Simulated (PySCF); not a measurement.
## Single-point calculation of GaCl2O (charge +1)

GaCl2O, charge +1, computed with B2PLYP/aug-cc-pVDZ, RKS (PySCF 2.14.0).

The geometry is that of the parent species in another charge or spin state. The geometry comes from this level: PBE0-D4/def2-TZVP.

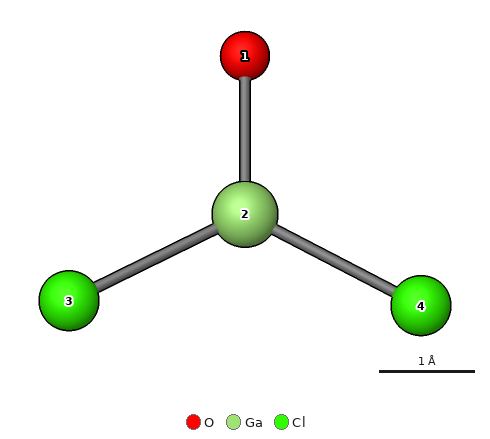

*The structure as given in the input (ball-and-stick view, seen at a tilt; atoms are numbered from 1 in the order of the input). Sticks mark near contacts.*

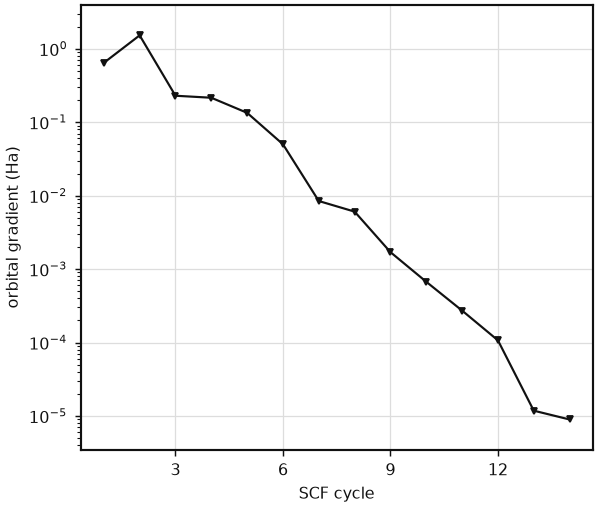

*Convergence of the self-consistent field: orbital gradient against the SCF cycle.*

The residual comes down, with one marked jump up, by a factor of about 2.5, at step 2.

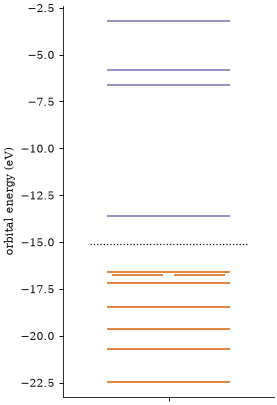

*Orbital energies near the frontier; the dotted line parts filled from empty levels, and levels within 0.02 eV of each other stand side by side.*

Highest filled −16.60 eV, lowest empty −13.61 eV, 2.99 eV apart.

These pictures come from the run below.

Input file (job.py)
```python
from pyscf import gto, dft, mp

mol = gto.M(
    atom=[
    ('O', (0.746300, 1.055700, 1.312100)),
    ('Ga', (0.035800, 0.016900, 0.034200)),
    ('Cl', (0.760400, -1.952900, -0.180900)),
    ('Cl', (-1.486800, 0.819800, -1.185700)),
],
    charge=1,
    verbose=4,
    max_memory=1860,
    basis='aug-cc-pvdz',
)

mf = dft.RKS(mol, xc='0.53*HF + 0.47*B88, 0.73*LYP')
mf.grids.level = 5
mf.conv_tol = 1e-10
mf.kernel()
if not mf.converged:
    mf = mf.newton().run(mf.mo_coeff, mf.mo_occ)

pt = mp.MP2(mf, frozen=20).run()
e_tot = mf.e_tot + 0.27 * pt.e_corr
print('PT2 part  %.8f' % (0.27 * pt.e_corr))
print('E(%s) = %.9f' % ('B2PLYP', e_tot))
```

Launched with:
```bash
OMP_NUM_THREADS=1 python job.py
```

What the program printed
```
PySCF version 2.14.0

[INPUT] num. atoms = 4
[INPUT] num. electrons = 72
[INPUT] charge = 1
[INPUT] spin (= nelec alpha-beta = 2S) = 0
[INPUT] symmetry False subgroup None
[INPUT] Mole.unit = angstrom
[INPUT] Symbol           X                Y                Z      unit          X                Y                Z       unit  Magmom
[INPUT]  1 O      0.746300000000   1.055700000000   1.312100000000 AA    1.410302606763   1.994983869703   2.479509648042 Bohr   0.0
[INPUT]  2 Ga     0.035800000000   0.016900000000   0.034200000000 AA    0.067652195259   0.031936371505   0.064628633460 Bohr   0.0
[INPUT]  3 Cl     0.760400000000  -1.952900000000  -0.180900000000 AA    1.436947745119  -3.690446148663  -0.341851455934 Bohr   0.0
[INPUT]  4 Cl    -1.486800000000   0.819800000000  -1.185700000000 AA   -2.809644802003   1.549197476918  -2.240648265897 Bohr   0.0

nuclear repulsion = 421.63295380013
number of shells = 33
number of NR pGTOs = 221
number of NR cGTOs = 113
basis = aug-cc-pvdz
ecp = {}

******** <class 'pyscf.dft.rks.RKS'> ********
method = RKS
initial guess = minao
damping factor = 0
level_shift factor = 0
DIIS = <class 'pyscf.scf.diis.CDIIS'>
diis_start_cycle = 1
diis_space = 8
diis_damp = 0
SCF conv_tol = 1e-10
SCF conv_tol_grad = None
SCF max_cycles = 50
direct_scf = True
direct_scf_tol = 1e-13
XC library pyscf.dft.libxc version 7.0.0
    S. Lehtola, C. Steigemann, M. J.T. Oliveira, and M. A.L. Marques.,  SoftwareX 7, 1–5 (2018)
XC functionals = 0.53*HF + 0.47*B88, 0.73*LYP
    A. D. Becke.,  Phys. Rev. A 38, 3098 (1988)
    C. Lee, W. Yang, and R. G. Parr.,  Phys. Rev. B 37, 785 (1988)
    B. Miehlich, A. Savin, H. Stoll, and H. Preuss.,  Chem. Phys. Lett. 157, 200 (1989)
radial grids:
    Treutler-Ahlrichs [JCP 102, 346 (1995); DOI:10.1063/1.469408] (M4) radial grids

becke partition: Becke, JCP 88, 2547 (1988); DOI:10.1063/1.454033
pruning grids: <function nwchem_prune>
grids dens level: 5
symmetrized grids: False
atomic radii adjust function: <function treutler_atomic_radii_adjust>
small_rho_cutoff = 0
Set gradient conv threshold to 1e-05
Initial guess from minao.
tot grids = 174352
init E= -2919.23953002207
  HOMO = -0.410903445549799  LUMO = -0.401830835997438  gap/eV = 0.24688
cycle= 1 E= -2918.93624470355  delta_E= 0.303  |g|= 0.642  |ddm|= 2.03
  HOMO = -0.483054709889431  LUMO = -0.367885481336642  gap/eV = 3.13391
cycle= 2 E= -2918.44796577941  delta_E= 0.488  |g|= 1.52  |ddm|=  1.8
  HOMO = -0.622085314210864  LUMO = -0.520692978147328  gap/eV = 2.75903
cycle= 3 E= -2919.07546258677  delta_E= -0.627  |g|= 0.229  |ddm|= 1.24
  HOMO = -0.610990643806582  LUMO = -0.484757414896937  gap/eV = 3.43498
cycle= 4 E= -2919.08014479402  delta_E= -0.00468  |g|= 0.215  |ddm|= 0.276
  HOMO = -0.610061489324581  LUMO = -0.490461511483465  gap/eV = 3.25448
cycle= 5 E= -2919.08853420029  delta_E= -0.00839  |g|= 0.134  |ddm|= 0.0893
  HOMO = -0.611568905077919  LUMO = -0.497692178029588  gap/eV = 3.09874
cycle= 6 E= -2919.093500119  delta_E= -0.00497  |g|= 0.05  |ddm|= 0.147
  HOMO = -0.608738386833073  LUMO = -0.499671220507523  gap/eV = 2.96787
cycle= 7 E= -2919.09452787058  delta_E= -0.00103  |g|= 0.00844  |ddm|= 0.0935
  HOMO = -0.609847532628144  LUMO = -0.499164001795142  gap/eV = 3.01185
cycle= 8 E= -2919.09462168579  delta_E= -9.38e-05  |g|= 0.00605  |ddm|= 0.0302
  HOMO = -0.610046928723459  LUMO = -0.499687734135261  gap/eV = 3.00303
cycle= 9 E= -2919.09467449165  delta_E= -5.28e-05  |g|= 0.0017  |ddm|= 0.0295
  HOMO = -0.610098610087735  LUMO = -0.500009412428315  gap/eV = 2.99568
cycle= 10 E= -2919.09468278647  delta_E= -8.29e-06  |g|= 0.000671  |ddm|= 0.0155
  HOMO = -0.610074883424374  LUMO = -0.500146563597122  gap/eV = 2.99130
cycle= 11 E= -2919.09468314121  delta_E= -3.55e-07  |g|= 0.000272  |ddm|= 0.00284
  HOMO = -0.61006734003885  LUMO = -0.500176696612463  gap/eV = 2.99028
cycle= 12 E= -2919.09468317231  delta_E= -3.11e-08  |g|= 0.000107  |ddm|= 0.00057
  HOMO = -0.610064201203963  LUMO = -0.500185477130814  gap/eV = 2.98995
cycle= 13 E= -2919.09468317706  delta_E= -4.75e-09  |g|= 1.18e-05  |ddm|= 0.000295
  HOMO = -0.610065419046082  LUMO = -0.500185513108652  gap/eV = 2.98998
cycle= 14 E= -2919.09468317714  delta_E= -8e-11  |g|= 8.95e-06  |ddm|= 3.9e-05
  HOMO = -0.610065636668692  LUMO = -0.500182204064334  gap/eV = 2.99008
Extra cycle  E= -2919.09468317702  delta_E= 1.18e-10  |g|= 2.22e-05  |ddm|= 2.79e-05
converged SCF energy = -2919.09468317702

******** <class 'pyscf.mp.mp2.RMP2'> ********
nocc = 16, nmo = 93
frozen orbitals 20
E(RMP2) = -2919.83621117251  E_corr = -0.741527995489665
E(SCS-RMP2) = -2919.81615177716  E_corr = -0.721468600135011
E_corr(same-spin) = -0.194267301291446
E_corr(oppo-spin) = -0.547260694198219
PT2 part  -0.20021256
E(B2PLYP) = -2919.294895736
```

Summary

| quantity | value |
| --- | --- |
| outcome | converged |
| total energy | −2919.294896 hartree |
| SCF energy | −2919.094683 hartree |
| basis functions | 113 |
| HOMO | −16.60 eV |
| LUMO | −13.61 eV |
| hardware | 1 thread of Intel Xeon @ 2.70GHz, 189 GiB of memory available, shared host |
| wall time | 32 s |
| peak memory | 0.62 GiB |

Remarks

The record of the run, not the program, notes: dipole of an ion depends on the origin.
